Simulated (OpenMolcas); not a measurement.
# BNH2Cl (SMILES N[B]Cl) at UHF/3-21G

Wanted: an optimisation with harmonic vibrations of BNH2Cl. 

Program for the calculation: OpenMolcas 26.06.

1 further run of the same task is left out (set aside as unsound or not needed). Runs told in other sessions of the task aren't counted.

## Step 1: Starting point

BNH2Cl has 5 atoms, charge 0, and is taken as a doublet. As SMILES, `N[B]Cl`. The shape is that of a PBE0-D4/def2-TZVP optimisation. This is one conformer, not always the lowest. The run starts from this shape.

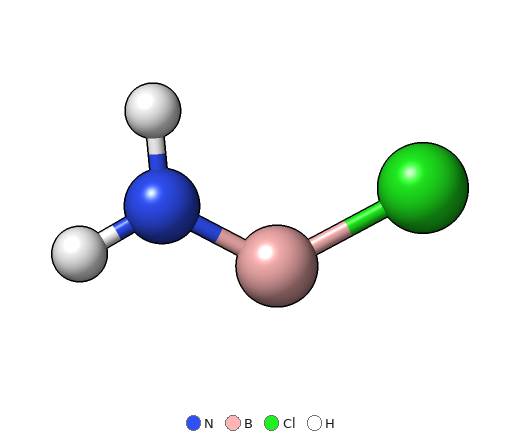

The structure, seen from a chosen angle (nitrogen blue, boron pink, chlorine green, hydrogen white).

## Step 2: An optimisation with harmonic vibrations at UHF/3-21G

struct.xyz

```xyz
5

N     -0.334000     0.412100    -0.256700
B     -0.098400    -0.544600     0.704400
Cl     1.343200    -1.526200     0.784600
H     -1.176700     0.959900    -0.273100
H      0.315800     0.625100    -1.000600
```

mol.inp

```
* BClH2N Hartree-Fock
>>> EXPORT MOLCAS_PRINT=2
&GATEWAY
BASLIB
$CurrDir
COORD
struct.xyz
BASIS
3-21G
GROUP
NoSym
>>> EXPORT MOLCAS_MAXITER=50
>>> Do While
&SEWARD
&SCF
UHF
SPIN
2
PRORBITALS
0
&SLAPAF
>>> EndDo
>>> COPY $Project.Opt.xyz $CurrDir/final.xyz
>>> COPY $Project.slapaf.h5 $CurrDir/final.slapaf.h5
&MCKINLEY
```

The basis set 3-21G is read from a file made from the Basis Set Exchange's data (not shown).

Run with:

```
$ export MOLCAS_MEM=1860
$ pymolcas mol.inp > mol.log
```

Standard output:

```text
--- Start Module: gateway ---
[...]
--- Stop Module: gateway /rc=_RC_ALL_IS_WELL_ ---
[...]
      Basis functions           35
[...]
       Convergence after  13 Iterations
[...]
::    Total SCF energy                               -537.1771655016
[...]
 *              Molecular gradients               *
 **************************************************
  Irreducible representation: a
 ------------------------------------------------------------------------------------------
                              X                       Y                       Z
 ------------------------------------------------------------------------------------------
  N1                2.98013102856931E-04   -1.12945653432099E-02    1.32252525043111E-02
  B2                2.48131937739933E-02   -9.47753861533351E-03   -7.43741150053268E-03
  CL3              -2.56435893559122E-02    1.73926111258353E-02   -1.35453536016250E-03
  H4               -3.40512670621207E-03    2.81026529648676E-03   -7.88434735768923E-04
  H5                3.93750918527314E-03    5.69227536235450E-04   -3.64487090785515E-03
 ------------------------------------------------------------------------------------------
[...]
 Geometry is converged in   6 iterations to a Minimum Structure
*****************************************************************************************************************
*****************************************************************************************************************
++ Geometry section
********************************************************************************
  Geometrical information of the final structure
********************************************************************************
  NOTE: on convergence the final predicted structure will be printed here.
  This is not identical to the structure printed in the head of the output.
 *********************************************************
[...]
       Convergence after   5 Iterations
[...]
::    Total SCF energy                               -537.1795613408
[...]
      Total spin, S                                     0.5041099915
[...]
      Total electronic charge=   31.000000
      Total            charge=   -0.000000
[...]
      Dipole Moment (debye):
      Origin of the operator (angstrom)=    0.6678   -0.8507    0.4903
                   X= -2.0885E+00               Y=  2.8991E+00               Z= -1.8708E+00           Total=  4.0332E+00
      Quadrupole Moment (debye*angstrom):
[...]
--- Start Module: alaska ---
--- Stop Module: alaska /rc=_RC_ALL_IS_WELL_ ---
--- Start Module: slapaf ---
[...]
     Frequency:       341.19    571.93    626.29    829.26   1117.36   1427.22
[...]
     Frequency:      1806.33   3706.51   3809.31
[...]
        Frequency:         1427.22 cm-1
      ---------------------------------
[...]
        Frequency:         1806.33 cm-1
      ---------------------------------
[...]
        Frequency:         3706.51 cm-1
      ---------------------------------
[...]
        Frequency:         3809.31 cm-1
      ---------------------------------
[...]
--- Stop Module: slapaf /rc=_RC_ALL_IS_WELL_ ---
[...]
```

Run time: 41 s. Hardware: 1 thread of Arm Neoverse V1, shared host; peak memory 0.38 GiB.

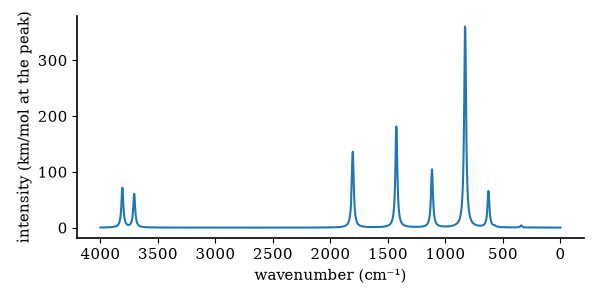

Harmonic infrared spectrum, unscaled, lines broadened by 10 cm⁻¹.

## Step 3: Summary of results

Level: UHF/3-21G.

| quantity | value |
| --- | --- |
| total energy | -537.17956 Eh |
| dipole moment | 4.03 D |
| HOMO energy (highest over α and β) | -9.68 eV |
| LUMO energy (lowest over α and β) | 2.93 eV |
| ⟨S²⟩ | 0.758 |
| lowest harmonic wavenumber | 341 cm⁻¹ |
| highest harmonic wavenumber | 3809 cm⁻¹ |
| zero-point energy | 85.1 kJ/mol |
| ideal-gas entropy at 298.15 K and 1 atm (symmetry number 1 as used), without the spin term R ln(2S+1) | 63.3 cal/(mol K) |

At the final geometry: Bond lengths: N1–B2 1.386 Å, B2–Cl3 1.827 Å, N1–H4 1.001 Å, N1–H5 1.004 Å. Angles: N1–B2–Cl3 122.6°, B2–N1–H4 121.5°, B2–N1–H5 123.8°, H4–N1–H5 114.7°. All 9 modes are real, so the shape is a minimum at this level.
